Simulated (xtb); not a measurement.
**Property calculation, with input and output: CH5AlOS**

The run: property calculation of CH5AlOS. Method and program: GFN2-xTB (xtb 6.7.1).

The geometry comes from this level: PBE0-D4/def2-TZVP.

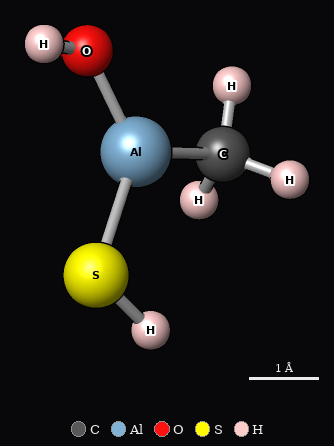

**Figure 1.** The structure as given in the input (ball-and-stick view, seen at a tilt). Sticks mark near contacts. Bond lengths as drawn: Al–C 1.94 Å, Al–O 1.69 Å, Al–S 2.19 Å, C–H 1.09 Å, H–O 0.96 Å and H–S 1.34 Å.

### Summary

| quantity | value |
| --- | --- |
| outcome | converged |
| electrons treated | 24 |
| total energy | −13.152707 hartree |
| dispersion energy | −0.004146 hartree |
| basis functions | 33 |
| HOMO | −10.54 eV |
| LUMO | −6.33 eV |
| dipole moment | 1.89 D |
| hardware | 1 thread of AMD EPYC (Zen 5), 16 GiB of memory available, shared host |
| peak memory | 0.077 GiB |

### Notes

Settings chosen away from the usual ones: method = gfn2-xtb; task = fod; x = {"etemp": 1000}.

### Input (start.xyz)
```
9

C     -0.06810000     0.82040000    -1.11780000
Al     0.23310000    -0.40780000     0.34960000
O      1.60810000    -1.39650000     0.34640000
S     -1.13750000    -0.59340000     2.05030000
H     -1.00920000     0.60180000    -1.63050000
H     -0.12840000     1.85380000    -0.76440000
H      0.73940000     0.75900000    -1.85070000
H      1.82410000    -2.02550000     1.03210000
H     -1.97320000     0.34200000     1.56780000
```

### File .CHRG
```
0
```

### File .UHF
```
0
```

Command:
```bash
xtb start.xyz --etemp 1000 --gfn 2 --fod > xtb.out 2> xtb.err
```

### The program's output
```
* xtb version 6.7.1
   ID    Z sym.   atoms
    1    6 C      1
    2   13 Al     2
    3    8 O      3
    4   16 S      4
    5    1 H      5-9

           -------------------------------------------------
          |                Calculation Setup                |
           -------------------------------------------------

          program call               : xtb start.xyz --etemp 1000 --gfn 2 --fod
          coordinate file            : start.xyz
          omp threads                :                     1

           -------------------------------------------------
          |                 G F N 2 - x T B                 |
           -------------------------------------------------

      * Hamiltonian:
        H0-scaling (s, p, d)           1.850000    2.230000    2.230000
        zeta-weighting                 0.500000
      * Dispersion:
        s8                             2.700000
        a1                             0.520000
        a2                             5.000000
        s9                             5.000000
      * Repulsion:
        kExp                           1.500000    1.000000
        rExp                           1.000000
      * Coulomb:
        alpha                          2.000000
        third order                    shell-resolved
        anisotropic                    true
        a3                             3.000000
        a5                             4.000000
        cn-shift                       1.200000
        cn-exp                         4.000000
        max-rad                        5.000000

          ...................................................
          :                      SETUP                      :
          :.................................................:
          :  # basis functions                  33          :
          :  # atomic orbitals                  31          :
          :  # shells                           15          :
          :  # electrons                        24          :
          :  max. iterations                   250          :
          :  Hamiltonian                  GFN2-xTB          :
          :  restarted?                      false          :
          :  GBSA solvation                  false          :
          :  PC potential                    false          :
          :  electronic temp.         1000.0000000     K    :
          :  accuracy                    1.0000000          :
          :  -> integral cutoff          0.2500000E+02      :
          :  -> integral neglect         0.1000000E-07      :
          :  -> SCF convergence          0.1000000E-05 Eh   :
          :  -> wf. convergence          0.1000000E-03 e    :
          :  Broyden damping             0.4000000          :
          :  net charge                          0          :
          :  unpaired electrons                  0          :
          ...................................................

 iter      E             dE          RMSdq      gap      omega  full diag
   1    -13.2234903 -0.132235E+02  0.107E+01    4.79       0.0  T
   2    -13.2553765 -0.318862E-01  0.604E+00    4.34       1.0  T
   3    -13.2594174 -0.404084E-02  0.285E+00    4.28       1.0  T
   4    -13.2643521 -0.493473E-02  0.739E-01    4.16       1.0  T
   5    -13.2646576 -0.305518E-03  0.452E-01    4.23       1.0  T
   6    -13.2647847 -0.127126E-03  0.179E-01    4.21       1.0  T
   7    -13.2647884 -0.368339E-05  0.647E-02    4.20       1.0  T
   8    -13.2647850  0.347294E-05  0.317E-02    4.21       1.1  T
   9    -13.2647886 -0.362404E-05  0.193E-02    4.20       1.7  T
  10    -13.2647903 -0.176446E-05  0.509E-03    4.21       6.5  T
  11    -13.2647904 -0.829186E-08  0.275E-03    4.21      12.1  T
  12    -13.2647903  0.348274E-08  0.108E-03    4.21      30.8  T
  13    -13.2647904 -0.792401E-08  0.250E-04    4.21     133.4  T
  14    -13.2647904 -0.135270E-09  0.670E-05    4.21     497.3  T

   *** convergence criteria satisfied after 14 iterations ***

         #    Occupation            Energy/Eh            Energy/eV
      -------------------------------------------------------------
         1        2.0000           -0.7012568             -19.0822
       ...           ...                  ...                  ...
         6        2.0000           -0.4824305             -13.1276
         7        2.0000           -0.4756018             -12.9418
         8        2.0000           -0.4693261             -12.7710
         9        2.0000           -0.4672772             -12.7153
        10        2.0000           -0.4337628             -11.8033
        11        2.0000           -0.3889156             -10.5829
        12        2.0000           -0.3874332             -10.5426 (HOMO)
        13                         -0.2327993              -6.3348 (LUMO)
        14                         -0.1552623              -4.2249
        15                         -0.1521090              -4.1391
        16                         -0.0865924              -2.3563
        17                         -0.0489299              -1.3315
       ...                                ...                  ...
        31                          1.0415580              28.3422
      -------------------------------------------------------------
                  HL-Gap            0.1546339 Eh            4.2078 eV
             Fermi-level           -0.3093612 Eh           -8.4181 eV

 SCC (total)                   0 d,  0 h,  0 min,  0.003 sec
 SCC setup                      ...        0 min,  0.000 sec (  1.220%)
 Dispersion                     ...        0 min,  0.000 sec (  0.535%)
 classical contributions        ...        0 min,  0.000 sec (  0.256%)
 integral evaluation            ...        0 min,  0.000 sec ( 14.410%)
 iterations                     ...        0 min,  0.002 sec ( 57.217%)
 molecular gradient             ...        0 min,  0.001 sec ( 25.033%)
 printout                       ...        0 min,  0.000 sec (  1.079%)

         :::::::::::::::::::::::::::::::::::::::::::::::::::::
         ::                     SUMMARY                     ::
         :::::::::::::::::::::::::::::::::::::::::::::::::::::
         :: total energy             -13.152706871003 Eh    ::
         :: gradient norm              0.035666539074 Eh/a0 ::
         :: HOMO-LUMO gap              4.207803884458 eV    ::
         ::.................................................::
         :: SCC energy               -13.264783026636 Eh    ::
         :: -> isotropic ES            0.061798388733 Eh    ::
         :: -> anisotropic ES          0.001424843384 Eh    ::
         :: -> anisotropic XC          0.001078515269 Eh    ::
         :: -> dispersion             -0.004146275826 Eh    ::
         :: repulsion energy           0.112076155633 Eh    ::
         :: add. restraining           0.000000000000 Eh    ::
         :: total charge               0.000000000031 e     ::
         :::::::::::::::::::::::::::::::::::::::::::::::::::::

           -------------------------------------------------
          |                Property Printout                |
           -------------------------------------------------

    * Orbital Energies and Occupations

         #    Occupation            Energy/Eh            Energy/eV
      -------------------------------------------------------------
         1        2.0000           -0.7012568             -19.0822
         2        2.0000           -0.6744993             -18.3541
         3        2.0000           -0.5841975             -15.8968
         4        2.0000           -0.5606991             -15.2574
         5        2.0000           -0.4966582             -13.5148
         6        2.0000           -0.4824305             -13.1276
         7        2.0000           -0.4756018             -12.9418
         8        2.0000           -0.4693261             -12.7710
         9        2.0000           -0.4672772             -12.7153
        10        2.0000           -0.4337628             -11.8033
        11        2.0000           -0.3889156             -10.5829
        12        2.0000           -0.3874332             -10.5426 (HOMO)
        13                         -0.2327993              -6.3348 (LUMO)
        14                         -0.1552623              -4.2249
        15                         -0.1521090              -4.1391
        16                         -0.0865924              -2.3563
        17                         -0.0489299              -1.3315
        18                         -0.0442802              -1.2049
        19                         -0.0257196              -0.6999
        20                          0.0252081               0.6859
        21                          0.0497513               1.3538
        22                          0.0871086               2.3703
        23                          0.1028553               2.7988
       ...                                ...                  ...
        31                          1.0415580              28.3422
      -------------------------------------------------------------
                  HL-Gap            0.1546339 Eh            4.2078 eV
             Fermi-level           -0.3093612 Eh           -8.4181 eV

     #   Z          covCN         q      C6AA      α(0)
     1   6 C        3.615    -0.210    25.235     7.249
     2  13 Al       2.425     0.371    98.294    20.582
     3   8 O        1.540    -0.483    22.612     6.415
     4  16 S        1.762    -0.348   156.258    21.040
     5   1 H        0.924     0.057     2.236     2.338
     6   1 H        0.924     0.057     2.237     2.339
     7   1 H        0.925     0.064     2.154     2.295
     8   1 H        0.813     0.319     0.665     1.280
     9   1 H        0.922     0.173     1.248     1.747

 Mol. C6AA /au·bohr⁶  :       1453.003003
 Mol. C8AA /au·bohr⁸  :      63451.745071
 Mol. α(0) /au        :         65.285950

NFOD :     0.0000

 Loewdin FODpop      n(s)   n(p)   n(d)
     1C     0.0000   0.000  0.000  0.000
     2Al    0.0000   0.000  0.000  0.000
     3O     0.0000   0.000  0.000  0.000
     4S     0.0000   0.000  0.000  0.000
     5H     0.0000   0.000  0.000  0.000
     6H     0.0000   0.000  0.000  0.000
     7H     0.0000   0.000  0.000  0.000
     8H     0.0000   0.000  0.000  0.000
     9H     0.0000   0.000  0.000  0.000

Wiberg/Mayer (AO) data.
largest (>0.10) Wiberg bond orders for each atom

 ---------------------------------------------------------------------------
     #   Z sym  total        # sym  WBO       # sym  WBO       # sym  WBO
 ---------------------------------------------------------------------------
     1   6 C    3.944 --     2 Al   1.020     7 H    0.934     6 H    0.928
                             5 H    0.928
     2  13 Al   3.767 --     3 O    1.323     4 S    1.138     1 C    1.020
     3   8 O    2.254 --     2 Al   1.323     8 H    0.850
     4  16 S    2.180 --     2 Al   1.138     9 H    0.907
     5   1 H    0.997 --     1 C    0.928
     6   1 H    0.997 --     1 C    0.928
     7   1 H    0.996 --     1 C    0.934
     8   1 H    0.898 --     3 O    0.850
     9   1 H    0.970 --     4 S    0.907
 ---------------------------------------------------------------------------

Topologies differ in total number of bonds
Writing topology from bond orders to xtbtopo.mol

molecular dipole:
                 x           y           z       tot (Debye)
 q only:       -0.106       0.300      -0.324
   full:       -0.035       0.439      -0.600       1.892
molecular quadrupole (traceless):
                xx          xy          yy          xz          yz          zz
 q only:        0.764      -2.581       2.319       3.404      -0.021      -3.084
  q+dip:        0.736      -4.010       3.772       5.562      -0.556      -4.508
   full:        0.701      -2.971       4.254       6.267       0.681      -4.955

 cube_pthr     :   0.050
 cube_step     :   0.400
 cube_boundoffset     :   3.000
 non-zero P (%):   0.000   nmat:       0
 Grid Boundaries (x y z) :
   6.4470494239201450        6.5031742898213718        6.8745054733092896
  -6.7288075891010530       -6.8276402654187027       -6.4973161388350498
 Total # of points       38148
 writing fod.cub
 N    (numint) :  0.000
cpu  time for cube

           -------------------------------------------------
          | TOTAL ENERGY              -13.152706871003 Eh   |
          | GRADIENT NORM               0.035666539074 Eh/α |
          | HOMO-LUMO GAP               4.207803884458 eV   |
           -------------------------------------------------

------------------------------------------------------------------------
------------------------------------------------------------------------
 total:
 *  cpu-time:     0 d,  0 h,  0 min,  0.020 sec
 * ratio c/w:     0.999 speedup
 SCF:
 *  cpu-time:     0 d,  0 h,  0 min,  0.003 sec
 * ratio c/w:     1.000 speedup
```

### Standard error
```
normal termination of xtb
```
